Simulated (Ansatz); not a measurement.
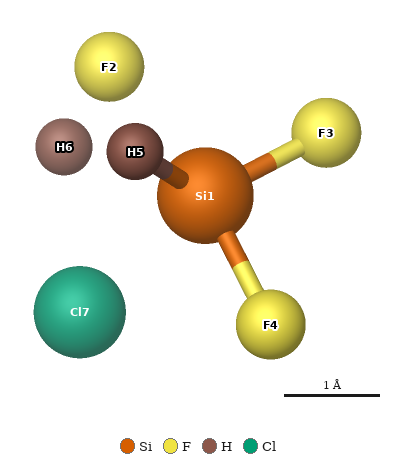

*The structure as given in the input (ball-and-stick view, seen at a tilt; atoms are numbered from 1 in the order of the input).*

Bond lengths as drawn: F–Si 1.58 to 1.60 Å and H–Si 1.43 Å.

Geometry relaxation of SiH2ClF3

System: SiH2ClF3.
Method: UKS BLYP-D4/def2-SVP (Ansatz 0.2.0).

The input holds or restrains some coordinates. It belongs to a series of runs on one base structure; here: pulled along the bonds that form and break, towards end B. Figures and captions count atoms from 1; the log counts them from 0 in places.

### Input file
```yaml
crystal:
  periodic: [false, false, false]
  atoms:
    - { symbol: Si, position_ang: [-0.5781, -0.2156, -0.1547] }
    - { symbol: F, position_ang: [1.136, -0.777, 0.7137] }
    - { symbol: F, position_ang: [-0.0842, -1.1223, -1.3504] }
    - { symbol: F, position_ang: [-1.6974, 0.6102, -0.949] }
    - { symbol: H, position_ang: [-1.2227, -0.6302, 1.0467] }
    - { symbol: H, position_ang: [1.5878, 0.3304, 0.6459] }
    - { symbol: Cl, position_ang: [0.8587, 1.8045, 0.0478] }
magnetization:
  spin_polarized: true
basis:
  gaussian: { orbitals: def2-SVP }
hamiltonian:
  xc: blyp
  dispersion: d4
relax:
  f_tol: 0.15
  max_steps: 25
  restrain:
    - { distance: [0, 6], at: 2.13, k: 30.0 }
    - { distance: [5, 1], at: 0.88, k: 30.0 }
    - { distance: [0, 1], at: 2.98, k: 30.0 }
    - { distance: [5, 6], at: 2.63, k: 30.0 }
output:
  orbitals: {}
```

Machine: 2 threads of Arm Neoverse V1, 24 GiB of memory available, shared host.

Launched with:
```bash
ansatz run input.yaml --threads 2 --pin off --max-ram 3072MiB --backend cpu --events-out ev --progress --plain --runs-dir out
```

### Log
```
The last accepted step is kept in [file] (removed where the run ends without a failure and the disk answers)
Engine: ansatz 0.2.0, aarch64-unknown-linux-gnu
Functional definition: BLYP
  parameter beta = 0.0042
  parameter a = 0.04918
  parameter b = 0.132
  parameter c = 0.2533
  parameter d = 0.349
  exchange = b88_x(beta = beta)
  correlation = lyp_c(a = a, b = b, c = c, d = d)
951 factors; their error is unknown
mean field evaluation 1: about -28568.4103 eV, gradient 3.8e1 eV
mean field evaluation 2: about -28553.0424 eV, gradient 8.1e1 eV
mean field evaluation 4: about -28572.8454 eV, gradient 4.2e0 eV
mean field evaluation 8: about -28572.8599 eV, gradient 9.7e-2 eV
mean field evaluation 16: about -28572.8600 eV, gradient 3.4e-5 eV
mean field -28572.85996695 eV, -1050.0332364052 hartree, gradient 3.4e-5 eV, S^2 0.000000; 0 other end points of the search recorded, 0 dependent functions left out
the calculation of the forces begins
reference -28572.86023988 eV, -1050.0332464353 hartree; 30, 30 occupied and 58, 58 virtual orbitals, 951 factors
relax step   1: F+E_penalty+E_count = -28573.17610221 eV  Δ(F+E_penalty+E_count) = +0.000e0 eV  max|allowed force component| = 1.808e0 eV/Å  E_restraint = 29.39936768 eV  max|allowed force component, restraints' pulls added| = 3.220e1 eV/Å  Δτ_max = 0.0000 Å  (28 SCF iters, accepted)
  distance Si 0 - Cl 6 = 2.4872 Å
  distance H 5 - F 1 = 1.1979 Å
  distance Si 0 - F 1 = 2.0019 Å
  distance H 5 - Cl 6 = 1.7499 Å
these checks for a lower state are left out or cut short: starts, cluster_reference, orbital_swaps, neighbouring_geometries, increment
951 factors; their error is unknown
mean field -28573.18841647 eV, -1050.0453067026 hartree, gradient 8.1e-6 eV, S^2 0.000000; 0 other end points of the search recorded, 0 dependent functions left out
the calculation of the forces begins
reference -28573.18869052 eV, -1050.0453167739 hartree; 30, 30 occupied and 58, 58 virtual orbitals, 951 factors
relax step   2: F+E_penalty+E_count = -28573.50681033 eV  Δ(F+E_penalty+E_count) = -3.307e-1 eV  max|allowed force component| = 2.483e0 eV/Å  E_restraint = 13.44365059 eV  max|allowed force component, restraints' pulls added| = 1.993e1 eV/Å  Δτ_max = 0.1949 Å  (34 SCF iters, accepted)
  distance Si 0 - Cl 6 = 2.4038 Å
  distance H 5 - F 1 = 1.0379 Å
  distance Si 0 - F 1 = 2.2839 Å
  distance H 5 - Cl 6 = 2.0716 Å
these checks for a lower state are left out or cut short: starts, cluster_reference, orbital_swaps, neighbouring_geometries, increment
951 factors; their error is unknown
mean field evaluation 32: about -28573.2255 eV, gradient 8.4e-6 eV
mean field -28573.22547187 eV, -1050.0466684634 hartree, gradient 8.4e-6 eV, S^2 0.000000; 0 other end points of the search recorded, 0 dependent functions left out
the calculation of the forces begins
reference -28573.22574782 eV, -1050.0466786045 hartree; 30, 30 occupied and 58, 58 virtual orbitals, 951 factors
relax step   3: F+E_penalty+E_count = -28573.55282407 eV  Δ(F+E_penalty+E_count) = -4.601e-2 eV  max|allowed force component| = 4.514e0 eV/Å  E_restraint = 3.70483947 eV  max|allowed force component, restraints' pulls added| = 8.950e0 eV/Å  Δτ_max = 0.1950 Å  (35 SCF iters, accepted)
  distance Si 0 - Cl 6 = 2.2833 Å
  distance H 5 - F 1 = 0.8984 Å
  distance Si 0 - F 1 = 2.5948 Å
  distance H 5 - Cl 6 = 2.3566 Å
these checks for a lower state are left out or cut short: starts, cluster_reference, orbital_swaps, neighbouring_geometries, increment
951 factors; their error is unknown
mean field -28573.64284570 eV, -1050.0620066687 hartree, gradient 5.3e-6 eV, S^2 0.000000; 0 other end points of the search recorded, 0 dependent functions left out
the calculation of the forces begins
reference -28573.64312107 eV, -1050.0620167883 hartree; 30, 30 occupied and 58, 58 virtual orbitals, 951 factors
relax step   4: F+E_penalty+E_count = -28573.96314393 eV  Δ(F+E_penalty+E_count) = -4.103e-1 eV  max|allowed force component| = 3.004e0 eV/Å  E_restraint = 0.30420741 eV  max|allowed force component, restraints' pulls added| = 3.676e0 eV/Å  Δτ_max = 0.1961 Å  (30 SCF iters, accepted)
  distance Si 0 - Cl 6 = 2.1582 Å
  distance H 5 - F 1 = 0.8926 Å
  distance Si 0 - F 1 = 2.8616 Å
  distance H 5 - Cl 6 = 2.5571 Å
these checks for a lower state are left out or cut short: starts, cluster_reference, orbital_swaps, neighbouring_geometries, increment
951 factors; their error is unknown
mean field -28573.92601076 eV, -1050.0724127928 hartree, gradient 7.8e-6 eV, S^2 0.000000; 0 other end points of the search recorded, 0 dependent functions left out
the calculation of the forces begins
reference -28573.92628788 eV, -1050.0724229769 hartree; 30, 30 occupied and 58, 58 virtual orbitals, 951 factors
relax step   5: F+E_penalty+E_count = -28574.24281510 eV  Δ(F+E_penalty+E_count) = -2.797e-1 eV  max|allowed force component| = 5.710e-1 eV/Å  E_restraint = 0.04126434 eV  max|allowed force component, restraints' pulls added| = 8.407e-1 eV/Å  Δτ_max = 0.1944 Å  (35 SCF iters, accepted)
  distance Si 0 - Cl 6 = 2.1135 Å
  distance H 5 - F 1 = 0.9294 Å
  distance Si 0 - F 1 = 2.9806 Å
  distance H 5 - Cl 6 = 2.6363 Å
these checks for a lower state are left out or cut short: starts, cluster_reference, orbital_swaps, neighbouring_geometries, increment
951 factors; their error is unknown
mean field -28573.92781547 eV, -1050.0724791146 hartree, gradient 2.4e-5 eV, S^2 0.000000; 0 other end points of the search recorded, 0 dependent functions left out
the calculation of the forces begins
reference -28573.92809234 eV, -1050.0724892894 hartree; 30, 30 occupied and 58, 58 virtual orbitals, 951 factors
relax step   6: F+E_penalty+E_count = -28574.24430125 eV  Δ(F+E_penalty+E_count) = -1.486e-3 eV  max|allowed force component| = 1.072e0 eV/Å  E_restraint = 0.02737032 eV  max|allowed force component, restraints' pulls added| = 6.910e-2 eV/Å  Δτ_max = 0.0870 Å  (29 SCF iters, accepted)
  distance Si 0 - Cl 6 = 2.1129 Å
  distance H 5 - F 1 = 0.9191 Å
  distance Si 0 - F 1 = 2.9795 Å
  distance H 5 - Cl 6 = 2.6275 Å
951 factors; their error is unknown
mean field evaluation 64: about -28573.9980 eV, gradient 4.6e-2 eV
```

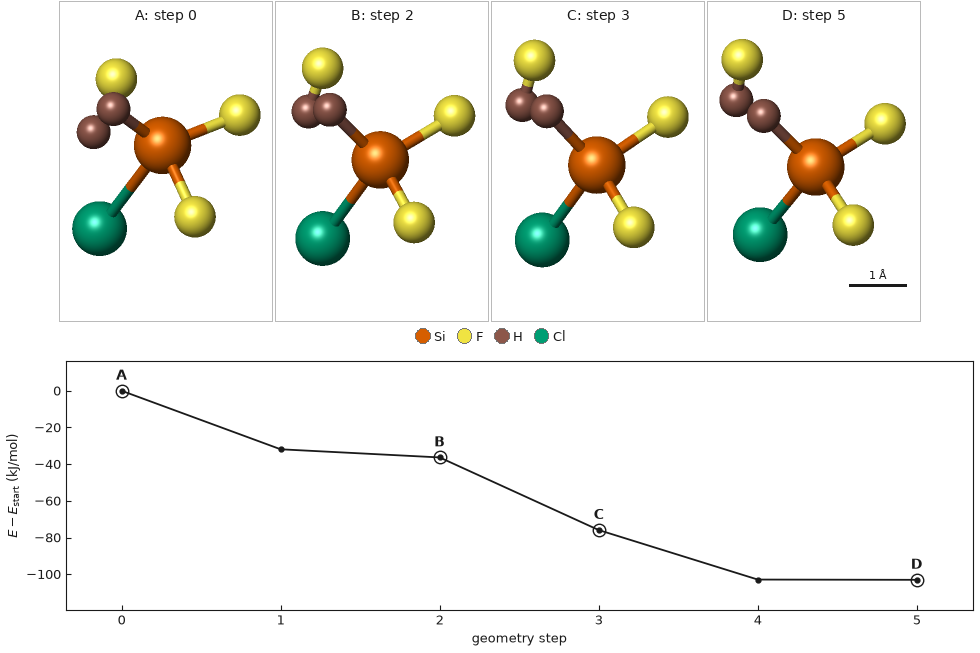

*Frames of the restrained relaxation (ball-and-stick view, seen at a tilt) above the curves, on which the letters mark them (the first geometry is step 0 here and step 1 in the log).*

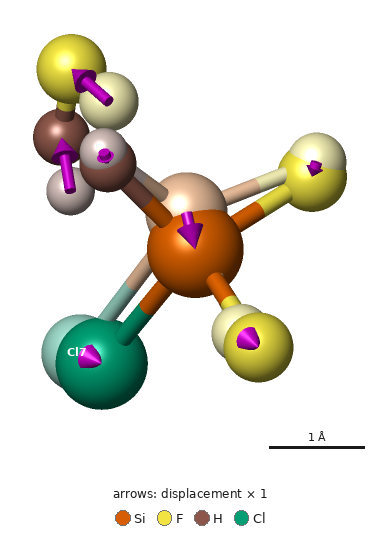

*Start (faint) and end (solid) with the displacements as pink arrows, at true length (ball-and-stick view, seen at a tilt). The two geometries are laid on each other by the best rigid fit.*

Over 5 geometry steps the energy falls by 103.1 kJ/mol. Largest force component: 1.8 eV/Å at the start, 1.1 eV/Å at the end. The largest move after the best rigid fit is that of H6, 0.66 Å. Largest moves by element: H 0.66 Å, F 0.64 Å, Cl 0.42 Å, Si 0.41 Å. Among the contacts that change: Si1–Cl7 2.487 → 2.113 Å, F2–H6 1.198 → 0.919 Å, Si1–H5 1.425 → 1.472 Å, Si1–F3 1.580 → 1.617 Å. New bonds form: F2–H6 (1.20 → 0.92 Å). Among the angles that change: F4–Si1–Cl7 91.5° → 106.0°, F3–Si1–H5 127.8° → 113.5°, F3–Si1–F4 98.0° → 106.4°. (Atoms are counted from 1 in the order of the input.)

```
mean field -28573.92781547 eV, -1050.0724791146 hartree, gradient 2.4e-5 eV, S^2 0.000000; 1 other end points of the search recorded, 0 dependent functions left out
the calculation of the forces begins
reference -28573.92809234 eV, -1050.0724892894 hartree; 30, 30 occupied and 58, 58 virtual orbitals, 951 factors
Total energy: -28574.24457812 eV, -1050.0841199275 hartree
Atom 0 at    -0.780955     0.093002    -0.344089 Å, force     0.276566     0.470070     0.032673 eV/Å
Atom 1 at     1.617570    -0.910429     1.111115 Å, force    -0.571481    -1.007078     0.305973 eV/Å
Atom 2 at    -0.089384    -0.950485    -1.367324 Å, force     0.055419    -0.044873     0.000415 eV/Å
Atom 3 at    -2.114404     0.644955    -1.086310 Å, force    -0.025639     0.005033     0.016932 eV/Å
Atom 4 at    -1.156151    -0.511028     0.944709 Å, force     0.014454    -0.033211     0.022882 eV/Å
Atom 5 at     2.031326    -0.129825     0.857897 Å, force     0.488630     1.072248    -0.349718 eV/Å
Atom 6 at     0.492097     1.763809    -0.115998 Å, force    -0.237948    -0.462190    -0.029157 eV/Å
Dipole moment:     0.128297     0.128236     0.197300 e Å
```

### Trajectory as extended XYZ (Å, eV, eV/Å), 6 frames, from step=1 to step=6
```
7
Properties=species:S:1:pos:R:3:forces:R:3 step=1 energy=-28573.17610
Si   -0.5781   -0.2156   -0.1547    1.7034   1.7438   0.4916
F     1.1360   -0.7770    0.7137    0.6288   1.8077   0.0638
F    -0.0842   -1.1223   -1.3504    0.4914  -1.2784  -1.1428
F    -1.6974    0.6102   -0.9490   -0.8851   0.6989  -0.2101
H    -1.2227   -0.6302    1.0467   -0.4771  -0.4515   0.8134
H     1.5878    0.3304    0.6459   -1.2242  -1.1435  -0.2368
Cl    0.8587    1.8045    0.0478   -0.2372  -1.3771   0.2209
7
Properties=species:S:1:pos:R:3:forces:R:3 step=2 energy=-28573.50681
Si   -0.6260   -0.1201   -0.2005    2.4831   0.9004   0.8920
F     1.3085   -0.8110    0.7978    0.6675   2.0714  -0.1023
F    -0.0906   -1.1130   -1.3476    0.3262  -0.4734  -0.0419
F    -1.7416    0.6413   -0.9795   -2.2472   1.2221  -1.1048
H    -1.2251   -0.6235    1.0436    0.1249  -0.1409   0.0927
H     1.6544    0.1634    0.7074   -0.7489  -1.7421   0.1039
Cl    0.7206    1.8630   -0.0211   -0.6056  -1.8375   0.1605
7
Properties=species:S:1:pos:R:3:forces:R:3 step=3 energy=-28573.55282
Si   -0.6914    0.0005   -0.2579    4.5143  -1.6057   2.1689
F     1.4820   -0.8443    0.8804   -0.8845  -2.6734   0.3878
F    -0.0919   -1.1033   -1.3315   -0.1394   0.6675   0.7976
F    -1.8067    0.6715   -1.0182   -4.3131   2.1360  -2.5322
H    -1.2155   -0.6188    1.0339    0.4257   0.3961  -0.6422
H     1.7356    0.0110    0.7740    0.9636   2.8803  -0.3359
Cl    0.5880    1.8834   -0.0806   -0.5665  -1.8008   0.1561
7
Properties=species:S:1:pos:R:3:forces:R:3 step=4 energy=-28573.96314
Si   -0.7258    0.0796   -0.2952    1.5173  -0.8450   0.7724
F     1.6348   -0.9284    0.9701   -0.8112  -2.7901   0.4611
F    -0.0962   -1.0665   -1.2965   -0.1162   0.7641   0.5398
F    -1.9327    0.7132   -1.0858   -1.6885   0.4547  -0.8218
H    -1.1914   -0.5942    1.0009    0.3608   0.5968  -0.6976
H     1.8390   -0.0704    0.8324    0.8276   3.0039  -0.4611
Cl    0.4723    1.8667   -0.1259   -0.0898  -1.1845   0.2071
7
Properties=species:S:1:pos:R:3:forces:R:3 step=5 energy=-28574.24282
Si   -0.7926    0.1084   -0.3373    0.5436   0.0230   0.1826
F     1.6365   -0.9434    1.0328   -0.2693  -0.4901   0.1246
F    -0.0798   -0.9803   -1.3085   -0.0784   0.1931   0.0363
F    -2.0966    0.6546   -1.1263   -0.1291   0.0127   0.0101
H    -1.1659   -0.5100    0.9621   -0.0223   0.1711  -0.1880
H     2.0230   -0.1122    0.8795    0.1965   0.5710  -0.1377
Cl    0.4754    1.7829   -0.1023   -0.2410  -0.4807  -0.0278
7
Properties=species:S:1:pos:R:3:forces:R:3 step=6 energy=-28574.24430
Si   -0.7810    0.0930   -0.3441    0.2766   0.4701   0.0327
F     1.6176   -0.9104    1.1111   -0.5715  -1.0071   0.3060
F    -0.0894   -0.9505   -1.3673    0.0554  -0.0449   0.0004
F    -2.1144    0.6450   -1.0863   -0.0256   0.0050   0.0169
H    -1.1562   -0.5110    0.9447    0.0145  -0.0332   0.0229
H     2.0313   -0.1298    0.8579    0.4886   1.0722  -0.3497
Cl    0.4921    1.7638   -0.1160   -0.2379  -0.4622  -0.0292
```

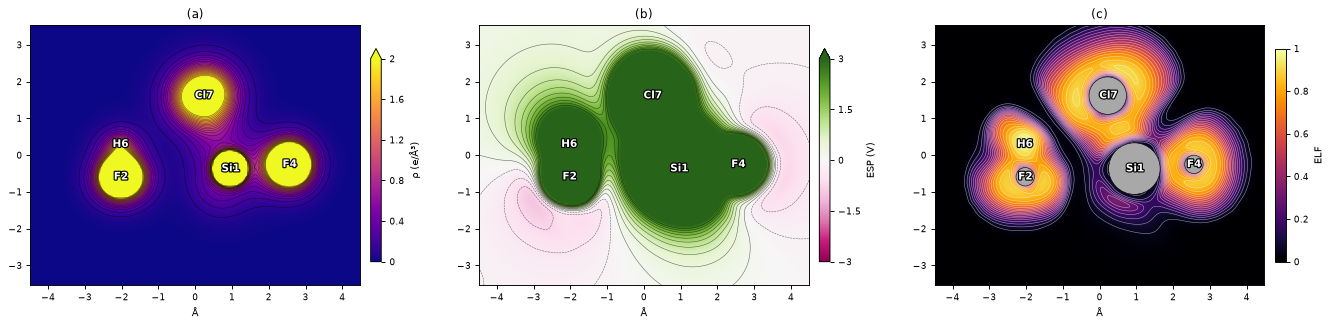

*(a) electron density; (b) electrostatic potential; (c) electron localisation function on the plane of atoms F4, Si1 and Cl7. Grey discs, where drawn, cover atomic cores.*

The section cuts through Si, F, H and Cl sites. Si1···F2 (2.98 Å): ρ is about 0.07 e/Å³ halfway; the ELF is only about 0.05 between them. Si–F (1.62 Å): ρ at the midpoint is about 1 e/Å³; the ELF peaks at about 0.85 between the atoms. Si–Cl (2.11 Å): ρ is about 0.79 e/Å³ halfway; the ELF peaks at about 0.85 between the atoms (a polar covalent bond). F–H (0.92 Å): ρ is about 4.7 e/Å³ halfway, with its minimum of 2.4 e/Å³ about 0.8 Å from F; the ELF climbs to about 1 towards the hydrogen, as it does in any bond to H; a covalent bond by its length.

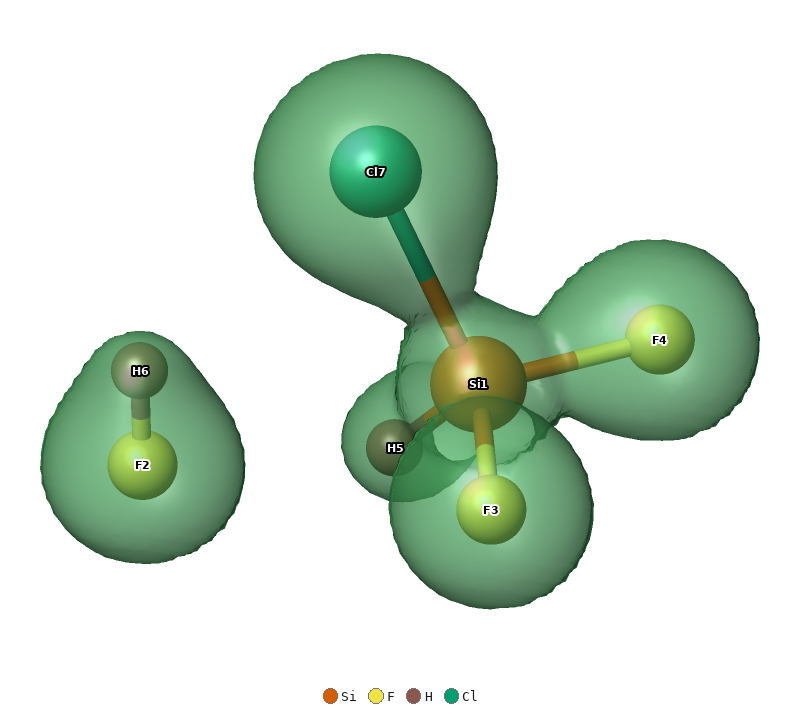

*Isosurface of the electron density at 0.5 e/Å³ (green), seen at a tilt.*

At this value the surface falls into two separate pieces. It is pinched off along the Si···F (2.98 Å) contacts. On the grid the lowest density along these lines, outside the cores, is 0.07 e/Å³ (Si···F, 2.98 Å), 0.86 e/Å³ (Si–F, 1.62 Å), 0.59 e/Å³ (Si–Cl, 2.11 Å) and 2.4 e/Å³ (F–H, 0.92 Å).

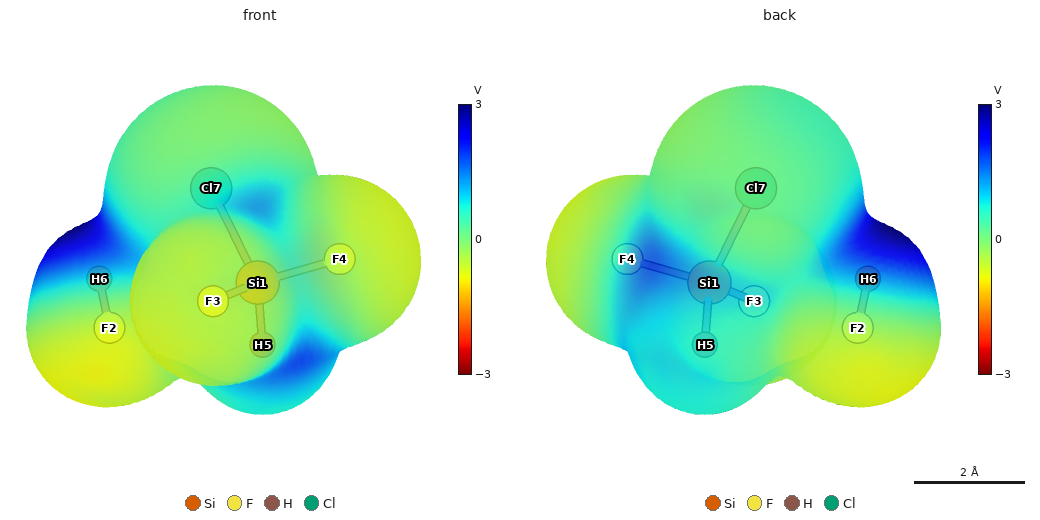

*The molecular electrostatic potential painted on the density surface at 0.002 e/bohr³, seen at a tilt and from behind; red is negative and blue positive.*

### Summary

| quantity | value |
| --- | --- |
| outcome | converged under the restraints of the input |
| total energy | −28574.2446 eV |
| mean-field energy | −28573.9281 eV |
| largest force (length of the vector) at the end, held atoms and coordinates included | 1.229 eV/Å |
| wall time | 16 s (CPU time 31 s) |
| peak memory | 0.15 GiB |
